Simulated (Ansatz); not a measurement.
# Ligand exchange: SiH3I + AlH(CH3)(SH) → SiH3(SH) + AlH(CH3)I

Species: SiH3I `[SiH3]I`, singlet; AlH(CH3)(SH), singlet; SiH3(SH), singlet; AlH(CH3)I, singlet. The partners trade I for SH: Si–I and Al–SH bonds give way to Si–SH and Al–I.

Shapes, held fixed at every level: PBE0-D4/def2-TZVP. Flexible molecules stand in one conformer, not always the lowest. Programs: Ansatz 0.2.0. Electronic energies: no zero-point or thermal term.

```tsv
level	kind	ΔE (kJ/mol)	less CCSD(T)/def2-TZVPP
HF/def2-SVP	Hartree–Fock	-14.9	-3.1
HF/def2-TZVPP	Hartree–Fock	-15.0	-3.2
PBE-D4/def2-TZVPP	GGA	-8.7	+3.1
r2SCAN0-D4/def2-TZVPP	global hybrid	-11.3	+0.5
wB97X-V/def2-TZVPP	range-separated hybrid	-10.7	+1.1
CCSD/def2-SVP	coupled cluster or CI	-11.9	-0.1
CCSD(T)/def2-TZVPP	coupled cluster or CI	-11.8	0.0
```

The highest level, CCSD(T)/def2-TZVPP, gives ΔE = -11.8 kJ/mol; the levels span -15.0 to -8.7. The column of differences is taken from that level and isn't an error. No measured value is set beside it here. For atoms past krypton def2 sets carry core potentials with scalar relativity. Outer-core shells of I are correlated in most correlated rows, in sets that cover them unevenly.

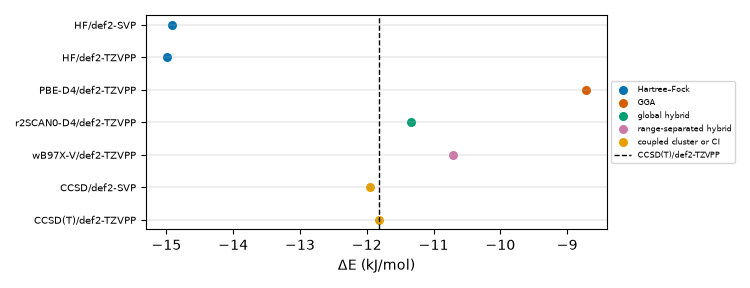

The values of the table, level by level.
